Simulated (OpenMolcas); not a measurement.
# Single-point calculation of BN (part 1 of 2)

- system: BN (boron nitride), multiplicity 3
- method: CASSCF/ANO-RCC-VDZP, DKH2 (OpenMolcas 26.06)

The geometry comes from this level: GFN2-xTB.

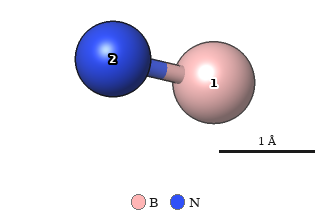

The input geometry (ball-and-stick view, seen at a tilt; atoms are numbered from 1 in the order of the input).

The input:
```
* BN CASSCF

&GATEWAY
 Coord=struct.xyz
 Basis=ANO-RCC-MB
 Group=NoSym

&SEWARD

&RASSCF
 FileOrb=$CurrDir/step1.UnaOrb
 Spin=3
 Nactel=10 0 0
 Inactive=1
 Ras2=9
 OrbListing=Nothing
>>> COPY $Project.RunFile RUNFIL1
>>> COPY $Project.RasOrb INPORB

&GATEWAY
 Coord=struct.xyz
 Basis=ANO-RCC-VDZP
 Group=NoSym
 RICD

&SEWARD
>>> COPY $Project.RunFile RUNFIL2

&EXPBAS

&RASSCF
 FileOrb=$Project.ExpOrb
 Spin=3
 Nactel=10 0 0
 Inactive=1
 Ras2=9
 OrbListing=Nothing
 OrbAppear=Compact
```

File struct.xyz:
```
2

B      0.000000     0.000000     0.000000
N      0.000000     0.000000     1.268430
```

Run on 1 thread of Arm Neoverse V1, 24 GiB of memory available, shared host.

Launched with:
```bash
export MOLCAS_MEM=1860
pymolcas step2.inp > step2.log
```

Output:
```
--- Start Module: gateway ---

                                              &GATEWAY

                       available to each process: 1.9 GB of memory, 1 thread

++    Symmetry information:
      ---------------------

                    Character Table for C1

                             E
                    a        1  x, y, xy, Rz, z, xz, Ry, yz, Rx, I
--

++    Basis set information:
      ----------------------

      Basis set label: B.ANO-RCC...2S1P.

      Electronic valence basis set:
      ------------------
      Associated Effective Charge   5.000000 au
      Associated Actual Charge      5.000000 au
      Nuclear Model: Point charge

      Shell  nPrim  nBasis  Cartesian Spherical Contaminant
         s      14       2        X
         p       9       1        X

      Basis set label: N.ANO-RCC...2S1P.

      Electronic valence basis set:
      ------------------
      Associated Effective Charge   7.000000 au
      Associated Actual Charge      7.000000 au
      Nuclear Model: Point charge

      Shell  nPrim  nBasis  Cartesian Spherical Contaminant
         s      14       2        X
         p       9       1        X
--

++    Molecular structure info:
      -------------------------

                    ************************************************
                    **** Cartesian Coordinates / bohr, angstrom ****
                    ************************************************

     Center  Label                x              y              z                     x              y              z
        1      B1               0.000000       0.000000       0.000000              0.000000       0.000000       0.000000
        2      N2               0.000000       0.000000       2.396985              0.000000       0.000000       1.268430
--

            Nuclear Potential Energy             14.60167480 au

--- Stop Module: gateway /rc=_RC_ALL_IS_WELL_ ---

--- Start Module: seward ---

                                              &SEWARD

                       available to each process: 1.9 GB of memory, 1 thread

               SEWARD will generate:
                  Multipole Moment integrals up to order  2
                  Kinetic Energy integrals
                  Nuclear Attraction integrals (point charge)
                  One-Electron Hamiltonian integrals
                  Velocity integrals
                  Relativistic Douglas-Kroll-Hess integrals:
                    - Parametrization         : EXP
                    - DKH order of Hamiltonian: 2
                    - DKH order of Properties : 0
                         - multipole moment operators
                         - electric potential operators
                         - contact operators
                  Orbital angular momentum around (  0.0000   0.0000   1.3419 )
                  Velocity quadrupole around (  0.0000   0.0000   1.3419 )
                  Atomic mean-field integrals
                  Two-Electron Repulsion integrals

                   Integrals are discarded if absolute value <: 1.00E-14
                   Integral cutoff threshold is set to       <: 1.00E-16

            Nuclear Potential Energy             14.60167480 au

      Basis set specifications :
      Symmetry species         a
      Basis functions           10

--- Stop Module: seward /rc=_RC_ALL_IS_WELL_ ---

--- Start Module: rasscf ---

                                              &RASSCF

                       available to each process: 1.9 GB of memory, 1 thread

      Header of the ONEINT file:
      --------------------------

      OrdInt status: non-squared

      Cartesian coordinates in angstrom:
      -----------------------------------------------------
      No.  Label        X            Y            Z
      -----------------------------------------------------
       1   B1         0.00000000   0.00000000   0.00000000
       2   N2         0.00000000   0.00000000   1.26843000
      -----------------------------------------------------
      Nuclear repulsion energy =   14.60167480

++    Wave function specifications:
      -----------------------------

      Number of closed shell electrons           2
      Number of electrons in active shells      10
      Max number of holes in RAS1 space          0
      Max nr of electrons in RAS3 space          0
      Number of inactive orbitals                1
      Number of active orbitals                  9
      Number of secondary orbitals               0
      Spin quantum number                      1.0
      State symmetry                             1
--

++    Orbital specifications:
      -----------------------

      Symmetry species                           1
                                                 a
      Frozen orbitals                            0
      Inactive orbitals                          1
      Active orbitals                            9
      RAS1 orbitals                              0
      RAS2 orbitals                              9
      RAS3 orbitals                              0
      Secondary orbitals                         0
      Deleted orbitals                           0
      Number of basis functions                 10
--

++    CI expansion specifications:
      ----------------------------

      Number of CSFs                          7560
      Number of determinants                 10584
      Number of root(s) required                 1
      Root chosen for geometry opt.              1
      CI root used                               1

      highest root included in the CI            1
      max. size of the explicit Hamiltonian    200
--

++    Optimization specifications:
      ----------------------------

      RASSCF algorithm: Conventional
      Maximum number of macro iterations       200
      Maximum number of SX iterations          100
      Threshold for RASSCF energy            1.000E-08
      Threshold for max MO rotation          1.000E-01
      Threshold for max BLB element          1.000E-04
      Level shift parameter                  5.000E-01
      Make Quasi-Newton update
--

      The MO-coefficients are taken from the file:
      step1.UnaOrb
      Title:UHF natural orbitals

      Total molecular charge    0.00

      ************************************************************************************************************************
      *                                            Wave function control section                                             *
      ************************************************************************************************************************

                                         RASSCF iterations: Energy and convergence statistics
                                         ----------------------------------------------------

          iter iter root      energy       change     param      element    value   shift minimum  type update hh:mm:ss
 Nr of preliminary CI iterations:   5
        1   1    6    1   -79.03345727    0.00E+00   1.01E-01*   1   7 1 -6.30E-02*  0.00   0.00    SX    NO    0:00:00
        2   3    6    1   -79.03498727   -1.53E-03* -9.26E-02    1   4 1  1.37E-03*  0.00   0.00    SX    NO    0:00:00
        3   1    6    1   -79.03499732   -1.00E-05*  5.53E-02    1   9 1 -2.19E-04*  0.00   0.00    SX    NO    0:00:00
        4   6    6    1   -79.03501174   -1.44E-05* -5.94E-02    1   7 1  3.39E-04*  0.00   0.00    SX    NO    0:00:00
        5   3    6    1   -79.03501542   -3.68E-06* -7.56E-02    1   9 1 -6.00E-05   0.00   2.50    LS   YES    0:00:00
        6   3    6    1   -79.03501897   -3.55E-06*  9.24E-02    1   7 1 -2.99E-04*  0.00   2.50    LS   YES    0:00:00
        7   3    6    1   -79.03502174   -2.77E-06*  9.80E-02    1   7 1 -6.46E-04*  0.00   2.50    QN   YES    0:00:00
        8   3    6    1   -79.03502322   -1.48E-06*  5.98E-02    1   7 1 -2.10E-04*  0.00   1.69    LS   YES    0:00:00
        9   3    6    1   -79.03502347   -2.56E-07* -6.46E-03    1   9 1  9.02E-05   0.00   1.11    QN   YES    0:00:00
       10   3    4    1   -79.03502347   -3.57E-09  -8.79E-04    1   9 1  1.75E-05   0.00   1.13    QN   YES    0:00:00
      Convergence after 10 iterations
       11   2    4    1   -79.03502347   -7.42E-11  -8.79E-04    1   7 1  9.50E-07   0.00   1.13    QN   YES    0:00:00

      ************************************************************************************************************************
                                                      Wave function printout:
                       occupation of active orbitals, and spin coupling of open shells (u,d: Spin up or down)
      ************************************************************************************************************************

      Note: transformation to natural orbitals
      has been made, which may change the order of the CSFs.

      printout of CI-coefficients larger than  0.05 for root  1
      energy=     -79.035023
      conf/sym  111111111     Coeff  Weight
             5  222u2u000   0.95143 0.90522
            10  22u220u00   0.07149 0.00511
           120  222uud00u  -0.08933 0.00798
           292  222u0u002   0.13383 0.01791
           385  2220uuu0d   0.10433 0.01088
           616  22uud200u  -0.09050 0.00819
           751  22u022u00  -0.09181 0.00843
          1993  22uuu200d  -0.05260 0.00277

      Natural orbitals and occupation numbers for root  1
      sym 1:   1.999983   1.985344   1.949566   0.981699   1.917860   1.013102   0.046930   0.017608   0.087908

      ************************************************************************************************************************
      *                                                    Final results                                                     *
      ************************************************************************************************************************

++    Final optimization conditions:
      ------------------------------

      Average CI energy                             -79.03502347
      RASSCF energy for state  1                    -79.03502347
      Super-CI energy                                -0.00000000
      RASSCF energy change                            0.00000000
      Max change in MO coefficients               7.047E-04
      Max non-diagonal density matrix element    -8.792E-04
      Maximum BLB matrix element                  9.502E-07
      (orbital pair   1,   7 in symmetry   1)
      Norm of electronic gradient            1.341E-06
--

      Final state energy(ies):
      ------------------------

::    RASSCF root number  1 Total energy:    -79.03502347
      Von Neumann Entropy (Root   1) =  1.49072

      Mulliken population analysis for root number:  1
      -----------------------------------------------

++    Molecular charges:
      ------------------

      Mulliken charges per centre
      ---------------------------

                B1      N2
      Total    4.7620  7.2380

      N-E      0.2380 -0.2380

      Total electronic charge=   12.000000

      Total            charge=   -0.000000
--

      Expectation values of various properties for root number:  1
      -----------------------------------------------------------

++    Molecular properties:
      ---------------------

      Charge (e):
                      =   -0.0000
      Dipole Moment (debye):
      Origin of the operator (angstrom)=    0.0000    0.0000    0.7101
                   X=  1.7295E-14               Y=  2.1216E-14               Z= -1.0240E+00           Total=  1.0240E+00
      Quadrupole Moment (debye*angstrom):
      Origin of the operator (angstrom)=    0.0000    0.0000    0.7101
                  XX= -1.2489E+01              XY= -5.0523E-01              XZ= -2.4341E-13              YY= -1.0803E+01
                  YZ=  9.2345E-13              ZZ= -1.3183E+01
      In traceless form (debye*angstrom)
                  XX= -4.9619E-01              XY= -7.5785E-01              XZ= -3.6512E-13              YY=  2.0333E+00
                  YZ=  1.3852E-12              ZZ= -1.5371E+00
--

      Mulliken spin population analysis for root number:  1
      ---------------------------------------------------

++    Molecular charges:
      ------------------

      Mulliken spin population per centre
      ---------------------------

                B1      N2
      Total    1.2139  0.7861

      Total electronic spin=    2.000000
--

      LoProp population analysis for root number:  1
      -----------------------------------------------

++    LoProp analysis:
      ----------------

++    Static properties:
      ------------------

      LoProp Charges per center

                   B1       N2
      Nuclear      5.0000   7.0000
      Electronic  -4.9844  -7.0156

      Total        0.0156  -0.0156
--

      Natural Bond Order analysis for root number:  1
```
